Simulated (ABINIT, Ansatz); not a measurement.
# CrF6 (R-3): G0W0 on several meshes in ABINIT

Aim: the GW shift of CrF6 (R-3) against the k mesh.

Method: PBEsol and many-body steps on it, plane waves, in ABINIT 10.8.3.

## (1) The structure

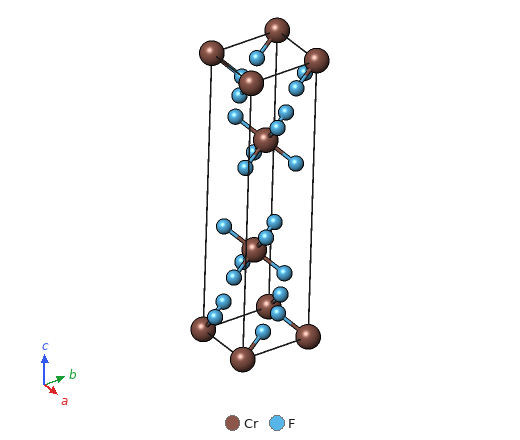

The cell as given, slightly off an axis (chromium brown, fluorine blue). This picture shows the conventional cell, with its axes. Some periodic images of atoms are drawn too.

As a file:

```cif
data_structure
_symmetry_space_group_name_H-M 'R-3:H'
_symmetry_Int_Tables_number 148
_cell_length_a 4.8048
_cell_length_b 4.8048
_cell_length_c 13.1076
_cell_angle_alpha 90.000
_cell_angle_beta 90.000
_cell_angle_gamma 120.000
_cell_volume 262.06
loop_
_atom_site_label
_atom_site_type_symbol
_atom_site_symmetry_multiplicity
_atom_site_Wyckoff_symbol
_atom_site_fract_x
_atom_site_fract_y
_atom_site_fract_z
_atom_site_occupancy
Cr1 Cr 3 a 0.00000 0.00000 0.00000 1
F1 F 18 f 0.96414 0.62545 0.25685 1
```

The cell and positions are those that the Materials Project relaxed with its own functionals (PBE, PBE+U or r2SCAN), kept fixed.

## (2) Empty states on the mesh, 2×2×2 mesh, 185 bands

This step: ABINIT 10.8.3; DFT, PBEsol, plane waves, norm-conserving pseudopotentials.

The sums over transitions need many empty states on a uniform mesh; this step solves for them.

File run.abi:

```
acell 3*1.0 Angstrom
rprim 
  2.402403871812 1.387028522093 4.369215055800
  -2.402403871812 1.387028522093 4.369215055800
  0.000000000000 -2.774057044186 4.369215055800
ntypat 2
znucl 24 9
natom 7
typat 1 2 2 2 2 2 2
xred 
  0.000000000000 0.000000000000 0.000000000000
  0.368598720000 0.081843300000 0.779004130000
  0.081843300000 0.779004130000 0.368598720000
  0.220995870000 0.631401280000 0.918156700000
  0.918156700000 0.220995870000 0.631401280000
  0.631401280000 0.918156700000 0.220995870000
  0.779004130000 0.368598720000 0.081843300000
pp_dirpath "pseudos"
pseudos "Cr.upf, F.upf"
ecut 43
ngkpt 2 2 2
nshiftk 1
shiftk 0 0 0
kptopt 1
chksymbreak 0
iscf -2
irdden 1
istwfk *1
nband 185
nbdbuf 16
tolwfr 1e-09
nstep 60
prtvol 0
indata_prefix "in"
outdata_prefix "out"
tmpdata_prefix "tmp"
```

Started as:

```sh
> OMP_NUM_THREADS=1 mpirun -n 4 abinit run.abi > log
```

Numbers of over 12 decimals in the logs are rounded to 6 here.

The log of the run:

```text
.Version 10.8.3 of ABINIT. v10.8.2 released Aug 2026.

 Symmetries : space group R-3 (#148); Bravais hR (rhombohedral)
[... echo of the input left out ...]
== DATASET  1 ==================================================================
-   mpi_nproc: 4, omp_nthreads: 1 (-1 if OMP is not activated)

--- !DatasetInfo
iteration_state: {dtset: 1, }
dimensions: {natom: 7, nkpt: 4, mband: 185, nsppol: 1, nspinor: 1, nspden: 1, mpw: 7993, }
cutoff_energies: {ecut:  43.0, pawecutdg:  -1.0, }
[...]
2.78880    2.78880    2.78941    2.83866    2.88025    2.88025    2.88481    2.88481
   2.89262    2.95558    2.98329    2.98332    2.98911    3.02205    3.02506    3.03635
   3.06947
 prteigrs : prtvol=0 or 1, do not print more k-points.

== END DATASET(S) ==============================================================
================================================================================

 -outvars: echo values of variables after computation  --------
            nband         185
             nkpt           4
          spgroup         148
 [... the other variables as echoed above ...]

 Calculation completed.
```

The job ended after 99 s (4 MPI ranks of Arm Neoverse N1, shared host; peak memory 0.48 GiB).

This step gave:

- gap: 1.937 eV
- k of the valence top: 0.5, 0.5, 0
- k of the conduction bottom: 0, 0, 0
- least direct gap: 1.992 eV
- k points computed: 4
- lowest point of the top converged band, above the valence top: 78.0466 eV

On this mesh the gap is 1.937 eV.

The density comes from a self-consistent run that is not shown.

## (3) Screening, 2×2×2 mesh, 85 bands, screening to 114.3 eV

The RPA dielectric matrix is built and inverted for each q.

This step: RPA screening on PBEsol, plane waves, norm-conserving pseudopotentials.

Edit run.abi of step 2 so:

```diff
@@ -25,10 +25,11 @@
 chksymbreak 0
-iscf -2
-irdden 1
 istwfk *1
-nband 185
-nbdbuf 16
-tolwfr 1e-09
-nstep 60
-prtvol 0
+occopt 1
+irdwfk 1
+optdriver 3
+nband 85
+ecuteps 4.2
+inclvkb 2
+awtr 1
+symchi 1
 indata_prefix "in"
```

The log of the run:

```text
.Version 10.8.3 of ABINIT. v10.8.2 released Aug 2026.

 Symmetries : space group R-3 (#148); Bravais hR (rhombohedral)
[... echo of the input left out ...]
== DATASET  1 ==================================================================
-   mpi_nproc: 4, omp_nthreads: 1 (-1 if OMP is not activated)

--- !DatasetInfo
iteration_state: {dtset: 1, }
dimensions: {natom: 7, nkpt: 4, mband: 85, nsppol: 1, nspinor: 1, nspden: 1, mpw: 7993, }
cutoff_energies: {ecut:  43.0, pawecutdg:  -1.0, }
electrons: {nelect:   5.60000000E+01, charge:   0.00000000E+00, occopt:   1.00000000E+00, tsmear:   1.00000000E-02, }

 SCREENING: Calculation of the susceptibility and dielectric matrices

 Based on a program developped by R.W. Godby, V. Olevano, G. Onida, and L. Reining.
 Incorporated in ABINIT by V. Olevano, G.-M. Rignanese, and M. Torrent.
.Using double precision arithmetic ; gwpc =  8

[... cell and pseudopotentials left out ...]
--------------------------------------------------------------------------------

 ==== K-mesh for the wavefunctions ====
 Number of points in the irreducible wedge :     4
[... list of points left out ...]
 Together with  6 symmetry operations and time-reversal symmetry
 yields     8 points in the full Brillouin Zone.

 ==== Q-mesh for the screening function ====
 Number of points in the irreducible wedge :     4
[... list of points left out ...]
 Together with  6 symmetry operations and time-reversal symmetry
 yields     8 points in the full Brillouin Zone.

 setmesh: FFT mesh size selected  =    40x   40x   40
          total number of points  =        64000

 vcoul_init : cutoff-mode = AUXILIARY_FUNCTION
 q-points for optical limit:   1
     1)      0.000010    0.000020    0.000030

- screening: taking advantage of time-reversal symmetry
- Maximum band index for partially occupied states nbvw = 28
- Remaining bands to be divided among processors   nbcw = 57
- Number of bands treated by each node ~14

 Number of electrons calculated from density =   56.0000; Expected =   56.0000
 average of density, n =  0.094996
 r_s =    1.3596
 omega_plasma =   29.7309 [eV]

 calculating chi0 at frequencies [eV] :
  1    0.000000E+00    0.000000E+00
  2    0.000000E+00    2.973091E+01

--------------------------------------------------------------------------------
  q-point number  1        q = ( 0.000000, 0.000000, 0.000000) [r.l.u.]
--------------------------------------------------------------------------------
[... chi0 elements left out ...]
 For q-point:  0.000010 0.000020 0.000030
  dielectric constant =   3.4100
  dielectric constant without local fields =   6.2624

  Average fulfillment of the sum rule on Im[epsilon] for q-point    1 :     32.12  [%]
[... wings left out ...]
  q-point number  2        q = ( 0.500000, 0.000000, 0.000000) [r.l.u.]
--------------------------------------------------------------------------------
[... chi0 elements left out ...]
  Average fulfillment of the sum rule on Im[epsilon] for q-point    2 :     38.69  [%]

 [... 2 further q-points ...]
```

It took 40 s on 4 MPI ranks; peak memory 1.3 GiB; 2.7 min of CPU time.

Numbers from this step:

```
ε∞ with local fields, on this mesh, along the program's q direction : 3.41
the same without local fields                                       : 6.262
plasma frequency                                                    : 29.73 eV
plane waves in the screening matrix                                 : 247
```

Local fields lower ε∞ by 46 %. On a Γ-centred mesh this coarse the value itself is usually too large, while a short band sum pulls it down.

## (4) 2×2×2

The self-energy is evaluated for the states that the input lists, and the levels follow from it, in one-shot runs by the linearised quasiparticle equation.

This step: G0W0 on PBEsol, plane waves, norm-conserving pseudopotentials.

Edit run.abi of step 3 so:

```diff
@@ -28,8 +28,17 @@
 irdwfk 1
-optdriver 3
+optdriver 4
 nband 85
+gwcalctyp 0
+ecutsigx 43
+symsigma 1
+nkptgw 2
+kptgw 
+  0.5000000000 0.5000000000 0.0000000000
+  0.0000000000 0.0000000000 0.0000000000
+bdgw 
+  27 30
+  27 31
 ecuteps 4.2
-inclvkb 2
-awtr 1
-symchi 1
+irdscr 1
+ppmodel 1
 indata_prefix "in"
```

The log of the run:

```text
.Version 10.8.3 of ABINIT. v10.8.2 released Aug 2026.

 Symmetries : space group R-3 (#148); Bravais hR (rhombohedral)
[... echo of the input left out ...]
== DATASET  1 ==================================================================
-   mpi_nproc: 4, omp_nthreads: 1 (-1 if OMP is not activated)

--- !DatasetInfo
iteration_state: {dtset: 1, }
dimensions: {natom: 7, nkpt: 4, mband: 85, nsppol: 1, nspinor: 1, nspden: 1, mpw: 7993, }
cutoff_energies: {ecut:  43.0, pawecutdg:  -1.0, }
electrons: {nelect:   5.60000000E+01, charge:   0.00000000E+00, occopt:   1.00000000E+00, tsmear:   1.00000000E-02, }

 SIGMA: Calculation of the GW corrections

 Based on a program developped by R.W. Godby, V. Olevano, G. Onida, and L. Reining.
 Incorporated in ABINIT by V. Olevano, G.-M. Rignanese, and M. Torrent.
.Using double precision arithmetic ; gwpc =  8

[... cell and pseudopotentials left out ...]
--------------------------------------------------------------------------------

 ==== K-mesh for the wavefunctions ====
 Number of points in the irreducible wedge :     4
[... list of points left out ...]
 Together with  6 symmetry operations and time-reversal symmetry
 yields     8 points in the full Brillouin Zone.

 ==== Q-mesh for screening function ====
 Number of points in the irreducible wedge :     4
[... list of points left out ...]
 Together with  6 symmetry operations and time-reversal symmetry
 yields     8 points in the full Brillouin Zone.

 vcoul_init : cutoff-mode = AUXILIARY_FUNCTION
 q-points for optical limit:   1
     1)      0.000010    0.000020    0.000030
 setmesh: FFT mesh size selected  =    60x   60x   60
          total number of points  =       216000

 Number of electrons calculated from density =   56.0000; Expected =   56.0000
 average of density, n =  0.094996
 r_s =    1.3596
 omega_plasma =   29.7309 [eV]

 === KS Band Gaps ===
  >>>> For spin  1
   Minimum direct gap =   1.9917 [eV], located at k-point      :   0.5000  0.5000  0.0000
   Fundamental gap    =   1.9365 [eV], Top of valence bands at :   0.5000  0.5000  0.0000
                                       Bottom of conduction at :   0.0000  0.0000  0.0000
 SIGMA fundamental parameters:
 PLASMON POLE MODEL  1
 number of plane-waves for SigmaX                 7993
 number of plane-waves for SigmaC and W            247
 number of plane-waves for wavefunctions          7993
 number of bands                                    85
 number of independent spin polarizations            1
 number of spinorial components                      1
 number of k-points in IBZ                           4
 number of q-points in IBZ                           4
 number of symmetry operations                       6
 number of k-points in BZ                            8
 number of q-points in BZ                            8
 number of frequencies for dSigma/dE                 9
 frequency step for dSigma/dE [eV]                0.25
 number of omega for Sigma on real axis              0
 max omega for Sigma on real axis  [eV]           0.00
 zcut for avoiding poles [eV]                     0.10

 EPSILON^-1 parameters (SCR file):
 dimension of the eps^-1 matrix on file            247
 dimension of the eps^-1 matrix used               247
 number of plane-waves for wavefunctions          7993
 number of bands                                    85
 number of q-points in IBZ                           4
 number of frequencies                               2
 number of real frequencies                          1
 number of imag frequencies                          1

 matrix elements of self-energy operator (all in [eV])

 Perturbative Calculation

--- !SelfEnergy_ee
iteration_state: {dtset: 1, }
kpoint     : [   0.500,    0.500,    0.000, ]
spin       : 1
KS_gap     :    1.992
QP_gap     :    4.944
Delta_QP_KS:    2.952
data: !SigmaeeData |
     Band     E0 <VxcDFT>   SigX SigC(E0)      Z dSigC/dE  Sig(E)    E-E0       E
       27  -2.698 -22.915 -29.740   6.368   0.740  -0.352 -23.253  -0.338  -3.036
       28  -2.558 -23.160 -29.957   6.356   0.741  -0.350 -23.487  -0.327  -2.884
       29  -0.566 -24.886 -18.532  -2.837   0.746  -0.340 -22.261   2.625   2.059
       30  -0.380 -25.102 -19.085  -2.501   0.744  -0.345 -22.488   2.614   2.234

--- !SelfEnergy_ee
iteration_state: {dtset: 1, }
kpoint     : [   0.000,    0.000,    0.000, ]
spin       : 1
KS_gap     :    2.132
QP_gap     :    5.087
Delta_QP_KS:    2.955
data: !SigmaeeData |
     Band     E0 <VxcDFT>   SigX SigC(E0)      Z dSigC/dE  Sig(E)    E-E0       E
       27  -2.754 -22.932 -29.684   6.313   0.739  -0.353 -23.257  -0.325  -3.079
       28  -2.754 -22.932 -29.684   6.313   0.739  -0.353 -23.257  -0.325  -3.079
       29  -0.621 -24.868 -18.449  -2.899   0.747  -0.338 -22.238   2.630   2.008
       30  -0.418 -25.180 -19.048  -2.601   0.744  -0.345 -22.555   2.625   2.207
       31  -0.418 -25.180 -19.048  -2.601   0.744  -0.345 -22.555   2.625   2.207

== END DATASET(S) ==============================================================
================================================================================

 -outvars: echo values of variables after computation  --------
           etotal      0.0000000000E+00
            nband          85
             nkpt           4
          spgroup         148
 [... the other variables as echoed above ...]

 Calculation completed.
```

Elapsed: 13 s, on 4 MPI ranks; peak memory 0.82 GiB.

Numbers from this step:

* G0W0 gap on the points computed: 4.892 eV
* starting gap on the mesh: 1.937 eV
* k of the valence top: 0.5, 0.5, 0
* k of the conduction bottom: 0, 0, 0
* Z at the valence top: 0.741
* Z at the conduction bottom: 0.747
* least direct G0W0 gap on the computed points: 4.943 eV

The gap on the mesh goes from 1.94 eV to 4.89 eV, a correction of +2.96 eV.

## (5) Empty states on the mesh, 4×4×4 mesh, 93 bands

This step: DFT, PBEsol, plane waves, norm-conserving pseudopotentials.

Edit run.abi of step 4 so:

```diff
@@ -20,3 +20,3 @@
 ecut 43
-ngkpt 2 2 2
+ngkpt 4 4 4
 nshiftk 1
@@ -25,20 +25,10 @@
 chksymbreak 0
+iscf -2
+irdden 1
 istwfk *1
-occopt 1
-irdwfk 1
-optdriver 4
-nband 85
-gwcalctyp 0
-ecutsigx 43
-symsigma 1
-nkptgw 2
-kptgw 
-  0.5000000000 0.5000000000 0.0000000000
-  0.0000000000 0.0000000000 0.0000000000
-bdgw 
-  27 30
-  27 31
-ecuteps 4.2
-irdscr 1
-ppmodel 1
+nband 93
+nbdbuf 8
+tolwfr 1e-09
+nstep 60
+prtvol 0
 indata_prefix "in"
```

The log of the run:

```text
.Version 10.8.3 of ABINIT. v10.8.2 released Aug 2026.

 Symmetries : space group R-3 (#148); Bravais hR (rhombohedral)
[... echo of the input left out ...]
== DATASET  1 ==================================================================
-   mpi_nproc: 4, omp_nthreads: 1 (-1 if OMP is not activated)

--- !DatasetInfo
iteration_state: {dtset: 1, }
dimensions: {natom: 7, nkpt: 14, mband: 93, nsppol: 1, nspinor: 1, nspden: 1, mpw: 7993, }
cutoff_energies: {ecut:  43.0, pawecutdg:  -1.0, }
[...]
1.33670    1.35653    1.35653    1.36472    1.39842    1.42471    1.45574    1.45574
   1.48123    1.48123    1.50974    1.52574    1.53992    1.53992    1.61257    1.61257
   1.64587    1.66783    1.66801    1.68116    1.68120
 prteigrs : prtvol=0 or 1, do not print more k-points.

== END DATASET(S) ==============================================================
================================================================================

 -outvars: echo values of variables after computation  --------
            nband          93
             nkpt          14
          spgroup         148
 [... the other variables as echoed above ...]

 Calculation completed.
```

Elapsed: 2.3 min, on 4 MPI ranks; peak memory 0.5 GiB; 9.2 min of CPU time.

This step gave:

```yaml
gap: 1.937 eV
k_of_the_valence_top: 0.5, 0.5, 0
k_of_the_conduction_bottom: 0, 0, 0
least_direct_gap: 1.992 eV
k_points_computed: 14
lowest_point_of_the_top_converged_band_above_the_valence_top: 44.31 eV
```

On this mesh the gap is 1.937 eV.

## (6) Screening, 4×4×4 mesh, 85 bands, screening to 114.3 eV

This step: RPA screening on PBEsol, plane waves, norm-conserving pseudopotentials.

Edit run.abi of step 5 so:

```diff
@@ -25,10 +25,11 @@
 chksymbreak 0
-iscf -2
-irdden 1
 istwfk *1
-nband 93
-nbdbuf 8
-tolwfr 1e-09
-nstep 60
-prtvol 0
+occopt 1
+irdwfk 1
+optdriver 3
+nband 85
+ecuteps 4.2
+inclvkb 2
+awtr 1
+symchi 1
 indata_prefix "in"
```

The log of the run:

```text
.Version 10.8.3 of ABINIT. v10.8.2 released Aug 2026.

 Symmetries : space group R-3 (#148); Bravais hR (rhombohedral)
[... echo of the input left out ...]
== DATASET  1 ==================================================================
-   mpi_nproc: 4, omp_nthreads: 1 (-1 if OMP is not activated)

--- !DatasetInfo
iteration_state: {dtset: 1, }
dimensions: {natom: 7, nkpt: 14, mband: 85, nsppol: 1, nspinor: 1, nspden: 1, mpw: 7993, }
cutoff_energies: {ecut:  43.0, pawecutdg:  -1.0, }
electrons: {nelect:   5.60000000E+01, charge:   0.00000000E+00, occopt:   1.00000000E+00, tsmear:   1.00000000E-02, }

 SCREENING: Calculation of the susceptibility and dielectric matrices

 Based on a program developped by R.W. Godby, V. Olevano, G. Onida, and L. Reining.
 Incorporated in ABINIT by V. Olevano, G.-M. Rignanese, and M. Torrent.
.Using double precision arithmetic ; gwpc =  8

[... cell and pseudopotentials left out ...]
--------------------------------------------------------------------------------

 ==== K-mesh for the wavefunctions ====
 Number of points in the irreducible wedge :    14
[... list of points left out ...]
 Together with  6 symmetry operations and time-reversal symmetry
 yields    64 points in the full Brillouin Zone.

 ==== Q-mesh for the screening function ====
 Number of points in the irreducible wedge :    14
[... list of points left out ...]
 Together with  6 symmetry operations and time-reversal symmetry
 yields    64 points in the full Brillouin Zone.

 setmesh: FFT mesh size selected  =    40x   40x   40
          total number of points  =        64000

 vcoul_init : cutoff-mode = AUXILIARY_FUNCTION
 q-points for optical limit:   1
     1)      0.000010    0.000020    0.000030

- screening: taking advantage of time-reversal symmetry
- Maximum band index for partially occupied states nbvw = 28
- Remaining bands to be divided among processors   nbcw = 57
- Number of bands treated by each node ~14

 Number of electrons calculated from density =   56.0000; Expected =   56.0000
 average of density, n =  0.094996
 r_s =    1.3596
 omega_plasma =   29.7309 [eV]

 calculating chi0 at frequencies [eV] :
  1    0.000000E+00    0.000000E+00
  2    0.000000E+00    2.973091E+01

--------------------------------------------------------------------------------
  q-point number  1        q = ( 0.000000, 0.000000, 0.000000) [r.l.u.]
--------------------------------------------------------------------------------
[... chi0 elements left out ...]
 For q-point:  0.000010 0.000020 0.000030
  dielectric constant =   3.0217
  dielectric constant without local fields =   5.6019

  Average fulfillment of the sum rule on Im[epsilon] for q-point    1 :     32.16  [%]
[... wings left out ...]
  q-point number  2        q = ( 0.250000, 0.000000, 0.000000) [r.l.u.]
--------------------------------------------------------------------------------
[... chi0 elements left out ...]
  Average fulfillment of the sum rule on Im[epsilon] for q-point    2 :     43.88  [%]

 [... 12 further q-points ...]
```

The job ended after 12 min (4 MPI ranks; peak memory 3.1 GiB; 47 min of CPU time).

Numbers from this step:

* ε∞ with local fields, on this mesh, along the program's q direction: 3.022
* the same without local fields: 5.602
* plasma frequency: 29.73 eV
* plane waves in the screening matrix: 247

[end of part 1 of 2]

[Paths, hosts, dates, memory and timing lines, banners, echoed tables and standing remarks are left out of the program output.]

[Logs are printed without paths, hosts, clocks, repeated set-up lines and the standing remarks that a program may print on its own settings, such as how far it seeks lower states.]

[Runs of the session that timed out or met a known fault of the program may be left out.]

[Hosts, paths, dates, database ids (printed as entryN), source tags and the programs' standing remarks are cut or masked in the printed files.]

[G0W0 gaps are taken among the corrected bands and points alone; a level outside them can change the order at an edge.]

[Where Ansatz stands beside ABINIT at settings called matched, ABINIT's density can come from a denser mesh and the files from another edition; pairs whose starting gaps differed by over 0.03 eV were left out, so agreement reads better than it is.]
